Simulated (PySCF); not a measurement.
**Ru: excitation energy in aug-cc-pVTZ-PP plus 1 even-tempered diffuse shell per l with ECP28**

Aim: the excitation energy of ruthenium from differences of total energies, at each level of theory, and how far each lands from the tabulated value where there is one.

The numbers are computed with PySCF 2.14.0 (unrestricted determinants in a Gaussian basis, no spin-orbit coupling in the energies), except any that are marked as measured or tabulated.

## Step 1: The system

- Element: ruthenium (Z = 44)
- Basis: aug-cc-pVTZ-PP with one added diffuse shell each of s, p, d, f, g type with ECP28MDF (7s7p6d4f3g, 113 functions)
- Hamiltonian: scalar relativity through the core potential
- State 1: Ru: [Kr] 4d6 5s2, high-spin 5D determinant (an excited configuration)
- Needed too, but not shown: Ru [Kr] 4d7 5s1 (5F)
- Methods: UHF, LDA, PBE, PBE0, r2SCAN, PW91, M06, r2SCAN0, MP2
- Core shells frozen in the correlated runs: valence: 4s2 4p6 (for Ru)

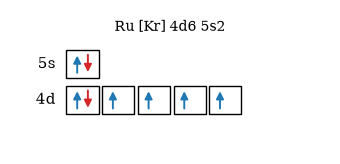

Occupation of the outer shells (arrows by Hund's rule).

One driver process ran all states and methods and kept the integrals in memory. Each run is shown as a PySCF script that sums up its settings (the driver passes frozen orbitals as a list and adds second-order terms of double hybrids); the logs are those of the runs themselves. The driver starts from symmetry-adapted Hartree-Fock orbitals, holds the occupation by maximum overlap and uses a logarithmic radial grid for functionals, so a plain start would take other cycles.

The integrals over 113 functions and the set-up took 4.2 s of CPU time.

## Step 2: Ru [Kr] 4d6 5s2: the ladder of methods

#### UHF

input.py

```python
from pyscf import gto, scf, dft, mp, cc
import basis_set_exchange as bse
txt = bse.get_basis("aug-cc-pVTZ-PP", elements=["Ru"], fmt="nwchem", header=False, augment_diffuse=1)
cut = txt.index("\nECP")
mol = gto.M(atom="Ru 0 0 0", charge=0, spin=4, symmetry="D2h",
            basis=gto.basis.parse(txt[:cut]),
            ecp={"Ru": gto.basis.parse_ecp(txt[cut:])})
mf = scf.UHF(mol)
mf.irrep_nelec = {'Ag': (4, 2), 'B1g': (1, 1), 'B2g': (1, 0), 'B3g': (1, 0), 'B1u': (1, 1), 'B2u': (1, 1), 'B3u': (1, 1)}
mf.kernel()
```

Standard output:

```text
damping factor = 0
level_shift factor = 0
DIIS = <class 'pyscf.scf.diis.CDIIS'>
diis_start_cycle = 1
diis_space = 10
diis_damp = 0
SCF conv_tol = 1e-09
SCF conv_tol_grad = None
number electrons alpha = 10  beta = 6
cycle= 1 E= -93.7914264912531  delta_E= -0.00542  |g|= 0.0262  |ddm|= 0.0453
cycle= 2 E= -93.7916463259959  delta_E= -0.00022  |g|= 0.00665  |ddm|= 0.033
cycle= 3 E= -93.7916727396492  delta_E= -2.64e-05  |g|= 0.00136  |ddm|= 0.0135
cycle= 4 E= -93.7916786877872  delta_E= -5.95e-06  |g|= 0.000991  |ddm|= 0.0058
cycle= 5 E= -93.7916844251296  delta_E= -5.74e-06  |g|= 0.000845  |ddm|= 0.00447
cycle= 6 E= -93.7916912742667  delta_E= -6.85e-06  |g|= 0.000782  |ddm|= 0.00527
cycle= 7 E= -93.791720967683  delta_E= -2.97e-05  |g|= 0.000468  |ddm|= 0.0319
cycle= 8 E= -93.7917297521661  delta_E= -8.78e-06  |g|= 0.000217  |ddm|= 0.022
cycle= 9 E= -93.7917306237363  delta_E= -8.72e-07  |g|= 0.000109  |ddm|= 0.0088
cycle= 10 E= -93.7917306306284  delta_E= -6.89e-09  |g|= 5.98e-05  |ddm|= 0.000666
cycle= 11 E= -93.7917306324784  delta_E= -1.85e-09  |g|= 1.78e-05  |ddm|= 0.000105
cycle= 12 E= -93.7917306326259  delta_E= -1.47e-10  |g|= 3.74e-06  |ddm|= 3.74e-05
converged SCF energy = -93.7917306326259  <S^2> = 6.0259442  2S+1 = 5.0103669
```

It used 7.1 s of CPU time after the integrals (shared host).

The occupied shells:

```
shell  electrons  mean orbital energy (eV)  spread (eV)  rms radius (bohr)
 4s α          1                   -101.09            0               1.10
 4s β          1                   -94.126            0               1.10
 4p α          3                   -66.417        1.531               1.21
 4p β          3                   -57.610        1.193               1.21
 4d α          5                   -15.451        1.830               1.71
 4d β          1                   -11.467            0               1.71
 5s α          1                    -7.614            0               3.72
 5s β          1                    -6.163            0               3.72
```

⟨S²⟩ = 6.026, ⟨L²⟩ = 6.06.

Energies and moments cover only the electrons outside the core potential.

#### LDA

input.py, as changed from the run before:

```diff
@@ -7,3 +7,3 @@
             ecp={"Ru": gto.basis.parse_ecp(txt[cut:])})
-mf = scf.UHF(mol)
+mf = dft.UKS(mol, xc="LDA,VWN")
 mf.irrep_nelec = {'Ag': (4, 2), 'B1g': (1, 1), 'B2g': (1, 0), 'B3g': (1, 0), 'B1u': (1, 1), 'B2u': (1, 1), 'B3u': (1, 1)}
```

Standard output:

```text
damping factor = 0
level_shift factor = 0
DIIS = <class 'pyscf.scf.diis.CDIIS'>
diis_start_cycle = 1
diis_space = 10
diis_damp = 0
SCF conv_tol = 1e-09
SCF conv_tol_grad = None
number electrons alpha = 10  beta = 6
XC functionals = LDA,VWN
    P. A. M. Dirac.,  Math. Proc. Cambridge Philos. Soc. 26, 376 (1930)
    F. Bloch.,  Z. Phys. 57, 545 (1929)
    S. H. Vosko, L. Wilk, and M. Nusair.,  Can. J. Phys. 58, 1200 (1980)
cycle= 1 E= -94.2515436560028  delta_E= -0.0157  |g|= 0.0941  |ddm|= 0.922
cycle= 2 E= -94.2500935289653  delta_E= 0.00145  |g|= 0.11  |ddm|= 0.566
cycle= 3 E= -94.2540999401751  delta_E= -0.00401  |g|= 0.00534  |ddm|= 0.33
cycle= 4 E= -94.2541114444923  delta_E= -1.15e-05  |g|= 0.0002  |ddm|= 0.00576
cycle= 5 E= -94.2541114053912  delta_E= 3.91e-08  |g|= 7.69e-05  |ddm|= 0.00133
cycle= 6 E= -94.2541114083519  delta_E= -2.96e-09  |g|= 4.27e-06  |ddm|= 0.000361
cycle= 7 E= -94.2541114083502  delta_E= 1.65e-12  |g|= 8.22e-07  |ddm|= 3.1e-05
converged SCF energy = -94.2541114083502  <S^2> = 6.0095466  2S+1 = 5.0038172
```

CPU time 1.8 s on a shared host, the integrals not counted.

#### PBE

input.py, as changed from the run before:

```diff
@@ -7,3 +7,3 @@
             ecp={"Ru": gto.basis.parse_ecp(txt[cut:])})
-mf = dft.UKS(mol, xc="LDA,VWN")
+mf = dft.UKS(mol, xc="PBE")
 mf.irrep_nelec = {'Ag': (4, 2), 'B1g': (1, 1), 'B2g': (1, 0), 'B3g': (1, 0), 'B1u': (1, 1), 'B2u': (1, 1), 'B3u': (1, 1)}
```

Standard output:

```text
damping factor = 0
level_shift factor = 0
DIIS = <class 'pyscf.scf.diis.CDIIS'>
diis_start_cycle = 1
diis_space = 10
diis_damp = 0
SCF conv_tol = 1e-09
SCF conv_tol_grad = None
number electrons alpha = 10  beta = 6
XC functionals = PBE
    J. P. Perdew, K. Burke, and M. Ernzerhof.,  Phys. Rev. Lett. 77, 3865 (1996)
    J. P. Perdew, K. Burke, and M. Ernzerhof.,  Phys. Rev. Lett. 78, 1396 (1997)
    J. P. Perdew, K. Burke, and M. Ernzerhof.,  Phys. Rev. Lett. 77, 3865 (1996)
    J. P. Perdew, K. Burke, and M. Ernzerhof.,  Phys. Rev. Lett. 78, 1396 (1997)
cycle= 1 E= -94.46069248076  delta_E= -0.0141  |g|= 0.0433  |ddm|= 0.874
cycle= 2 E= -94.4605444951933  delta_E= 0.000148  |g|= 0.0441  |ddm|= 0.251
cycle= 3 E= -94.46118246411  delta_E= -0.000638  |g|= 0.00578  |ddm|= 0.145
cycle= 4 E= -94.4611932143  delta_E= -1.08e-05  |g|= 0.000196  |ddm|= 0.0123
cycle= 5 E= -94.4611932277678  delta_E= -1.35e-08  |g|= 3.91e-05  |ddm|= 0.00137
cycle= 6 E= -94.4611932275  delta_E= 2.68e-10  |g|= 1.33e-05  |ddm|= 0.00024
converged SCF energy = -94.4611932275  <S^2> = 6.0107814  2S+1 = 5.0043107
```

CPU time 2.4 s on a shared host, the integrals not counted.

#### PBE0

input.py, as changed from the run before:

```diff
@@ -7,3 +7,3 @@
             ecp={"Ru": gto.basis.parse_ecp(txt[cut:])})
-mf = dft.UKS(mol, xc="PBE")
+mf = dft.UKS(mol, xc="PBE0")
 mf.irrep_nelec = {'Ag': (4, 2), 'B1g': (1, 1), 'B2g': (1, 0), 'B3g': (1, 0), 'B1u': (1, 1), 'B2u': (1, 1), 'B3u': (1, 1)}
```

Standard output:

```text
damping factor = 0
level_shift factor = 0
DIIS = <class 'pyscf.scf.diis.CDIIS'>
diis_start_cycle = 1
diis_space = 10
diis_damp = 0
SCF conv_tol = 1e-09
SCF conv_tol_grad = None
number electrons alpha = 10  beta = 6
XC functionals = PBE0
    C. Adamo and V. Barone.,  J. Chem. Phys. 110, 6158 (1999)
    M. Ernzerhof and G. E. Scuseria.,  J. Chem. Phys. 110, 5029 (1999)
cycle= 1 E= -94.4413359512103  delta_E= -0.00965  |g|= 0.0256  |ddm|= 0.508
cycle= 2 E= -94.4417218536202  delta_E= -0.000386  |g|= 0.0117  |ddm|= 0.169
cycle= 3 E= -94.4422107624628  delta_E= -0.000489  |g|= 0.00837  |ddm|= 0.0756
cycle= 4 E= -94.4433019710578  delta_E= -0.00109  |g|= 0.0143  |ddm|= 0.0885
cycle= 5 E= -94.4417139332159  delta_E= 0.00159  |g|= 0.00562  |ddm|= 0.157
cycle= 6 E= -94.441571463563  delta_E= 0.000142  |g|= 0.0041  |ddm|= 0.0701
cycle= 7 E= -94.4415696209079  delta_E= 1.84e-06  |g|= 0.00457  |ddm|= 0.000768
cycle= 8 E= -94.4415766516791  delta_E= -7.03e-06  |g|= 0.000662  |ddm|= 0.00993
cycle= 9 E= -94.4415768222136  delta_E= -1.71e-07  |g|= 8.86e-05  |ddm|= 0.00161
cycle= 10 E= -94.4415768242639  delta_E= -2.05e-09  |g|= 2e-06  |ddm|= 0.000276
cycle= 11 E= -94.441576824236  delta_E= 2.79e-11  |g|= 9.13e-08  |ddm|= 2.71e-05
converged SCF energy = -94.441576824236  <S^2> = 6.011893  2S+1 = 5.0047549
```

It used 7.5 s of CPU time after the integrals (shared host).

#### r2SCAN

input.py, as changed from the run before:

```diff
@@ -7,3 +7,3 @@
             ecp={"Ru": gto.basis.parse_ecp(txt[cut:])})
-mf = dft.UKS(mol, xc="PBE0")
+mf = dft.UKS(mol, xc="R2SCAN")
 mf.irrep_nelec = {'Ag': (4, 2), 'B1g': (1, 1), 'B2g': (1, 0), 'B3g': (1, 0), 'B1u': (1, 1), 'B2u': (1, 1), 'B3u': (1, 1)}
```

Standard output:

```text
damping factor = 0
level_shift factor = 0
DIIS = <class 'pyscf.scf.diis.CDIIS'>
diis_start_cycle = 1
diis_space = 10
diis_damp = 0
SCF conv_tol = 1e-09
SCF conv_tol_grad = None
number electrons alpha = 10  beta = 6
XC functionals = R2SCAN
    J. W. Furness, A. D. Kaplan, J. Ning, J. P. Perdew, and J. Sun.,  J. Phys. Chem. Lett. 11, 8208-8215 (2020)
    J. W. Furness, A. D. Kaplan, J. Ning, J. P. Perdew, and J. Sun.,  J. Phys. Chem. Lett. 11, 9248-9248 (2020)
    J. W. Furness, A. D. Kaplan, J. Ning, J. P. Perdew, and J. Sun.,  J. Phys. Chem. Lett. 11, 8208-8215 (2020)
    J. W. Furness, A. D. Kaplan, J. Ning, J. P. Perdew, and J. Sun.,  J. Phys. Chem. Lett. 11, 9248-9248 (2020)
cycle= 1 E= -94.4847338827217  delta_E= -0.0122  |g|= 0.0338  |ddm|= 0.697
cycle= 2 E= -94.4849974355246  delta_E= -0.000264  |g|= 0.0195  |ddm|= 0.306
cycle= 3 E= -94.4849704346566  delta_E= 2.7e-05  |g|= 0.00392  |ddm|= 0.112
cycle= 4 E= -94.4849601655012  delta_E= 1.03e-05  |g|= 0.00184  |ddm|= 0.0409
cycle= 5 E= -94.4849564380938  delta_E= 3.73e-06  |g|= 0.000705  |ddm|= 0.0112
cycle= 6 E= -94.4849566114058  delta_E= -1.73e-07  |g|= 6.32e-05  |ddm|= 0.00224
cycle= 7 E= -94.4849566222325  delta_E= -1.08e-08  |g|= 2.27e-05  |ddm|= 0.000867
cycle= 8 E= -94.4849566228367  delta_E= -6.04e-10  |g|= 4.05e-06  |ddm|= 0.000242
converged SCF energy = -94.4849566228367  <S^2> = 6.024075  2S+1 = 5.0096207
```

CPU time 6.5 s on a shared host, the integrals not counted.

#### PW91

input.py, as changed from the run before:

```diff
@@ -7,3 +7,3 @@
             ecp={"Ru": gto.basis.parse_ecp(txt[cut:])})
-mf = dft.UKS(mol, xc="R2SCAN")
+mf = dft.UKS(mol, xc="PW91,PW91")
 mf.irrep_nelec = {'Ag': (4, 2), 'B1g': (1, 1), 'B2g': (1, 0), 'B3g': (1, 0), 'B1u': (1, 1), 'B2u': (1, 1), 'B3u': (1, 1)}
```

Standard output:

```text
damping factor = 0
level_shift factor = 0
DIIS = <class 'pyscf.scf.diis.CDIIS'>
diis_start_cycle = 1
diis_space = 10
diis_damp = 0
SCF conv_tol = 1e-09
SCF conv_tol_grad = None
number electrons alpha = 10  beta = 6
XC functionals = PW91,PW91
    J. P. Perdew. In P. Ziesche and H. Eschrig, editors, Proceedings of the 75. WE-Heraeus-Seminar and 21st Annual International Symposium on Electronic Structure of Solids, 11. Berlin, 1991. Akademie Verlag.
    J. P. Perdew, J. A. Chevary, S. H. Vosko, K. A. Jackson, M. R. Pederson, D. J. Singh, and C. Fiolhais.,  Phys. Rev. B 46, 6671 (1992)
    J. P. Perdew, J. A. Chevary, S. H. Vosko, K. A. Jackson, M. R. Pederson, D. J. Singh, and C. Fiolhais.,  Phys. Rev. B 48, 4978 (1993)
    J. P. Perdew. In P. Ziesche and H. Eschrig, editors, Proceedings of the 75. WE-Heraeus-Seminar and 21st Annual International Symposium on Electronic Structure of Solids, 11. Berlin, 1991. Akademie Verlag.
    J. P. Perdew, J. A. Chevary, S. H. Vosko, K. A. Jackson, M. R. Pederson, D. J. Singh, and C. Fiolhais.,  Phys. Rev. B 46, 6671 (1992)
    J. P. Perdew, J. A. Chevary, S. H. Vosko, K. A. Jackson, M. R. Pederson, D. J. Singh, and C. Fiolhais.,  Phys. Rev. B 48, 4978 (1993)
cycle= 1 E= -94.5091084250394  delta_E= -0.0146  |g|= 0.0401  |ddm|= 0.99
cycle= 2 E= -94.5090253579867  delta_E= 8.31e-05  |g|= 0.0394  |ddm|= 0.226
cycle= 3 E= -94.5095249642448  delta_E= -0.0005  |g|= 0.00596  |ddm|= 0.132
cycle= 4 E= -94.5095365699402  delta_E= -1.16e-05  |g|= 0.000233  |ddm|= 0.013
cycle= 5 E= -94.5095365988935  delta_E= -2.9e-08  |g|= 3.92e-05  |ddm|= 0.00144
cycle= 6 E= -94.5095365987875  delta_E= 1.06e-10  |g|= 1.33e-05  |ddm|= 0.000223
converged SCF energy = -94.5095365987875  <S^2> = 6.0107438  2S+1 = 5.0042957
```

It used 2.5 s of CPU time after the integrals (shared host).

#### M06

input.py, as changed from the run before:

```diff
@@ -7,3 +7,3 @@
             ecp={"Ru": gto.basis.parse_ecp(txt[cut:])})
-mf = dft.UKS(mol, xc="PW91,PW91")
+mf = dft.UKS(mol, xc="M06")
 mf.irrep_nelec = {'Ag': (4, 2), 'B1g': (1, 1), 'B2g': (1, 0), 'B3g': (1, 0), 'B1u': (1, 1), 'B2u': (1, 1), 'B3u': (1, 1)}
```

Standard output:

```text
damping factor = 0
level_shift factor = 0
DIIS = <class 'pyscf.scf.diis.CDIIS'>
diis_start_cycle = 1
diis_space = 10
diis_damp = 0
SCF conv_tol = 1e-09
SCF conv_tol_grad = None
number electrons alpha = 10  beta = 6
XC functionals = M06
    Y. Zhao and D. G. Truhlar.,  Theor. Chem. Acc. 120, 215 (2008)
    Y. Zhao and D. G. Truhlar.,  Theor. Chem. Acc. 120, 215 (2008)
cycle= 1 E= -94.4554110915068  delta_E= -0.019  |g|= 0.0665  |ddm|= 0.697
cycle= 2 E= -94.4603491817626  delta_E= -0.00494  |g|= 0.0141  |ddm|= 0.344
cycle= 3 E= -94.4620176534408  delta_E= -0.00167  |g|= 0.0479  |ddm|= 0.211
cycle= 4 E= -94.4620375767554  delta_E= -1.99e-05  |g|= 0.0475  |ddm|= 0.00102
cycle= 5 E= -94.4630606889257  delta_E= -0.00102  |g|= 0.0381  |ddm|= 0.128
cycle= 6 E= -94.4639429165843  delta_E= -0.000882  |g|= 0.0151  |ddm|= 0.111
cycle= 7 E= -94.4260203262732  delta_E= 0.0379  |g|= 0.204  |ddm|= 1.22
cycle= 8 E= -94.4254960501963  delta_E= 0.000524  |g|= 0.206  |ddm|= 0.00432
cycle= 9 E= -94.4253499347266  delta_E= 0.000146  |g|= 0.207  |ddm|= 0.00306
cycle= 10 E= -94.4245997841366  delta_E= 0.00075  |g|= 0.209  |ddm|= 0.00589
[... 101 lines left out ...]
cycle= 47 E= -94.4186464663218  delta_E= 0.0456  |g|= 0.227  |ddm|= 1.23
cycle= 48 E= -94.4642205568351  delta_E= -0.0456  |g|= 0.000662  |ddm|= 1.23
cycle= 49 E= -94.4189777778229  delta_E= 0.0452  |g|= 0.226  |ddm|= 1.23
cycle= 50 E= -94.4642202876842  delta_E= -0.0452  |g|= 0.000698  |ddm|= 1.23
cycle= 51 E= -94.4190477827669  delta_E= 0.0452  |g|= 0.225  |ddm|= 1.23
cycle= 52 E= -94.4642200673216  delta_E= -0.0452  |g|= 0.000723  |ddm|= 1.23
cycle= 53 E= -94.4192707997267  delta_E= 0.0449  |g|= 0.225  |ddm|= 1.23
cycle= 54 E= -94.4642197329793  delta_E= -0.0449  |g|= 0.000818  |ddm|= 1.23
cycle= 55 E= -94.4191700729216  delta_E= 0.045  |g|= 0.225  |ddm|= 1.23
cycle= 56 E= -94.4642191280315  delta_E= -0.045  |g|= 0.00116  |ddm|= 1.23
[... the stored log ends here ...]
```

CPU time 2.8 min on a shared host, the integrals not counted.

This run did not converge, so its energy enters no difference.

#### r2SCAN0

input.py, as changed from the run before:

```diff
@@ -7,3 +7,3 @@
             ecp={"Ru": gto.basis.parse_ecp(txt[cut:])})
-mf = dft.UKS(mol, xc="M06")
+mf = dft.UKS(mol, xc="HYB_MGGA_XC_R2SCAN0")
 mf.irrep_nelec = {'Ag': (4, 2), 'B1g': (1, 1), 'B2g': (1, 0), 'B3g': (1, 0), 'B1u': (1, 1), 'B2u': (1, 1), 'B3u': (1, 1)}
```

Standard output:

```text
damping factor = 0
level_shift factor = 0
DIIS = <class 'pyscf.scf.diis.CDIIS'>
diis_start_cycle = 1
diis_space = 10
diis_damp = 0
SCF conv_tol = 1e-09
SCF conv_tol_grad = None
number electrons alpha = 10  beta = 6
XC functionals = HYB_MGGA_XC_R2SCAN0
    M. Bursch, H. Neugebauer, S. Ehlert, and S. Grimme.,  J. Chem. Phys. 156, 134105 (2022)
cycle= 1 E= -94.4522207979873  delta_E= -0.00944  |g|= 0.0209  |ddm|= 0.52
cycle= 2 E= -94.4533241030589  delta_E= -0.0011  |g|= 0.0129  |ddm|= 0.18
cycle= 3 E= -94.4546397735283  delta_E= -0.00132  |g|= 0.0133  |ddm|= 0.0919
cycle= 4 E= -94.4540403292939  delta_E= 0.000599  |g|= 0.0116  |ddm|= 0.0386
cycle= 5 E= -94.4520704310786  delta_E= 0.00197  |g|= 0.0134  |ddm|= 0.201
cycle= 6 E= -94.4519370845059  delta_E= 0.000133  |g|= 0.0171  |ddm|= 0.109
cycle= 7 E= -94.4518970804045  delta_E= 4e-05  |g|= 0.019  |ddm|= 0.00556
cycle= 8 E= -94.4520162559335  delta_E= -0.000119  |g|= 0.000269  |ddm|= 0.0455
cycle= 9 E= -94.4520164084931  delta_E= -1.53e-07  |g|= 0.000318  |ddm|= 0.00277
cycle= 10 E= -94.4520163290451  delta_E= 7.94e-08  |g|= 4.52e-05  |ddm|= 0.0023
cycle= 11 E= -94.4520163282023  delta_E= 8.43e-10  |g|= 1.35e-05  |ddm|= 0.00039
converged SCF energy = -94.4520163282023  <S^2> = 6.021499  2S+1 = 5.0085922
```

CPU time 12 s on a shared host, the integrals not counted.

#### MP2 (valence)

input.py, as changed from the run before:

```diff
@@ -7,4 +7,5 @@
             ecp={"Ru": gto.basis.parse_ecp(txt[cut:])})
-mf = dft.UKS(mol, xc="HYB_MGGA_XC_R2SCAN0")
+mf = scf.UHF(mol)
 mf.irrep_nelec = {'Ag': (4, 2), 'B1g': (1, 1), 'B2g': (1, 0), 'B3g': (1, 0), 'B1u': (1, 1), 'B2u': (1, 1), 'B3u': (1, 1)}
 mf.kernel()
+mp.UMP2(mf, frozen=4).kernel()
```

The driver printed no log here.

CPU time 2.6 s on a shared host, the integrals not counted.

With 8 electrons correlated, the MP2 correlation energy is -0.18406 hartree (-0.08428 same spin, -0.09978 opposite spin); the SCS form gives -0.14783. Largest pairs of shells: 4d-4d -0.1076, 4d-5s -0.0558, 5s-5s -0.0207.

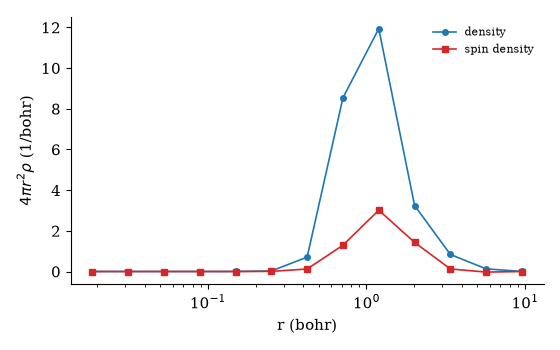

Radial density 4πr²ρ of Ru at UHF, the electrons outside the core potential, at 13 stored radii joined by straight lines.

## Step 3: Differences of total energies

Excitation energy: Ru [Kr] 4d7 5s1 (5F) → Ru [Kr] 4d6 5s2 (5D).

```csv
method,value (eV),error (eV)
UHF,0.655,-0.213
LDA,0.966,+0.098
PBE,1.173,+0.306
PBE0,1.135,+0.267
r2SCAN,1.072,+0.204
PW91,1.204,+0.336
r2SCAN0,1.015,+0.148
MP2 (valence),0.899,+0.031
SCS-MP2 (valence),0.917,+0.050
```

Reference: 0.867 eV (measured; NIST levels, between the centres of gravity of the two terms). Errors of the correlated levels include the incompleteness of this basis. M06 left the intended state, by the run's own check, and is left out.

The differences also use runs on Ru [Kr] 4d7 5s1 (5F), which are not shown here.

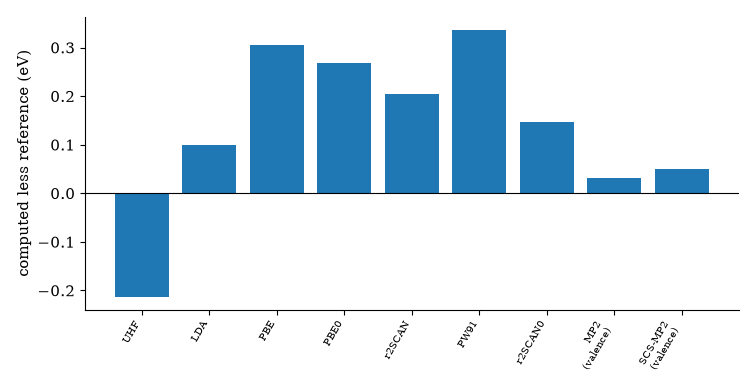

Computed less reference values by method.

## Step 4: Outcome

| quantity | value |
| --- | --- |
| excitation energy, Ru → [Kr] 4d6 5s2 | UHF 0.655, MP2 (valence) 0.899 eV; reference 0.867 |

Each level's miss (mean over 1 difference):

```csv
method,mean absolute miss against the measured value (with the measured fine structure taken into account where it is known) (eV)
UHF,0.213
LDA,0.098
PBE,0.306
PBE0,0.267
r2SCAN,0.204
PW91,0.336
r2SCAN0,0.148
MP2 (valence),0.031
SCS-MP2 (valence),0.050
```

In words: MP2 (valence) lands nearest to the measured value (off by 0.03 eV), level with SCS-MP2 (valence); PW91 misses by most (0.34 eV). In a finite basis a lower level can come nearest by cancelling errors. PBE is off by +0.31 eV. The basis is finite, and no extrapolation was made.
